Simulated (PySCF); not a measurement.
AgCl2, charge +1, SMILES `[Ag+].ClCl`.

Level of theory: TPSS/def2-TZVP (PySCF), at a geometry from GFN2-xTB. Core potentials replace the inner electrons of Ag; spin–orbit coupling isn't included. GFN2-xTB bond lengths at metals and heavier atoms can be off by up to 0.1 Å and shapes distorted, which carries into these values.

The calculation's input:

```python
import numpy as np
from pyscf import gto, scf, dft
from pyscf.scf import atom_ks, atom_hf
from scipy.linalg import block_diag
from pyscf.dispersion import dftd3

def solve(mol, dm0=None, hcore=None):
    mf = (dft.UKS if mol.spin else dft.RKS)(mol, xc='tpss')
    mf.grids.level = 3
    mf = mf.density_fit(auxbasis='def2-universal-jkfit')
    mf.conv_tol, mf.max_cycle = 1e-8, 80
    if hcore is not None:
        mf.get_hcore = lambda *args: hcore
    mf.kernel(dm0)
    if not mf.converged:
        mf = mf.newton().run(mf.mo_coeff, mf.mo_occ, max_cycle=30)
    assert mf.converged, 'SCF not converged'
    return mf

mol = gto.M(atom='''
Ag    -1.21551     0.12735     0.00000
Cl     2.35001     0.58511     0.00000
Cl     1.01051    -0.93719     0.00000
''', basis='def2-tzvp', ecp={'Ag': 'def2-tzvp'}, charge=1, spin=0, verbose=4)
mol_a = gto.M(atom='''
Ag    -1.21551     0.12735     0.00000
ghost-Cl     2.35001     0.58511     0.00000
ghost-Cl     1.01051    -0.93719     0.00000
''', basis='def2-tzvp', ecp={'Ag': 'def2-tzvp'}, charge=1, spin=0, verbose=4)
mol_b = gto.M(atom='''
ghost-Ag    -1.21551     0.12735     0.00000
Cl     2.35001     0.58511     0.00000
Cl     1.01051    -0.93719     0.00000
''', basis='def2-tzvp', charge=0, spin=0, verbose=4)
ab, a, b = solve(mol), solve(mol_a), solve(mol_b)
e_int = ab.e_tot - a.e_tot - b.e_tot
print('counterpoise-corrected interaction energy / kcal/mol', e_int * 627.5095)
def disp(atoms, charge):
    m = gto.M(atom=atoms, charge=charge, basis='sto-3g', spin=None, unit='Bohr', verbose=0)
    return dftd3.DFTD3Dispersion(m, xc='tpss', version='d3bj').get_dispersion()['energy']
e_disp = disp(mol._atom, mol.charge) - disp(mol._atom[:1], mol_a.charge) - disp(mol._atom[1:], mol_b.charge)
print('D3(BJ) part / kcal/mol', e_disp * 627.5095)
# spherically averaged free atoms, for the promolecule
atom_ks.AtomSphAverageRKS.init_guess_by_vsap = lambda self, mol=None: self.init_guess_by_minao(mol)  # core potentials
atm = atom_ks.get_atm_nrks(mol, xc='tpss')
pro = block_diag(*[(atm[a[0]][2] * atm[a[0]][3]) @ atm[a[0]][2].T for a in mol._atom])
np.savez('result.npz', e_int=e_int, e_disp=e_disp, dm_a=a.make_rdm1(), dm_b=b.make_rdm1(), c=ab.mo_coeff, occ=ab.mo_occ, eps=ab.mo_energy, pro=pro, d=[f.dip_moment(verbose=0) for f in (ab, a, b)])
```

Command:

```sh
OMP_NUM_THREADS=1 python input.py
```

The run took 39 s on 1 thread of Arm Neoverse V2 (shared host), peak memory 0.45 GiB.

Partitions, critical points and surface values were worked out afterwards from this run's density.

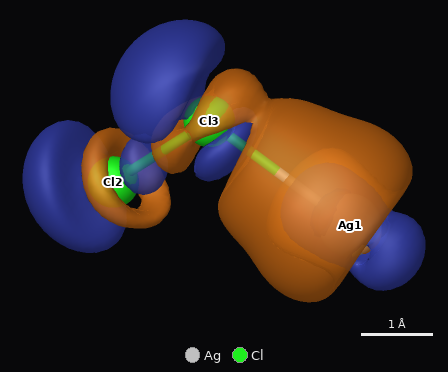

Density of the complex less the densities of the two fragments at the same geometry, ±0.015 e/Å³ (orange: gain, blue: loss). Fragment A: Ag(+1) (atom 1); fragment B: Cl2.

Which way does charge flow?

Answer. Hirshfeld charges show 0.168 e passing from B to A. By Hirshfeld charges, electrons gather most on Ag1 (−0.168 e) and leave Cl2 most (+0.118 e); 0.39 e is displaced in all.

What is the interaction energy, and which contacts carry it?

Answer. The counterpoise-corrected interaction energy of the frozen fragments is −19.1 kcal/mol without dispersion correction and −20.9 kcal/mol with D3(BJ). D3 uses neutral-atom coefficients and tends to overbind metal cations. The pair geometry is semi-empirical, not a minimum at this level. Contacts: Ag1···Cl3, strong, partly covalent contact, 2.47 Å, ρ = 0.061 a.u. The pose is a local one from a semi-empirical search, not shown to be the most stable.
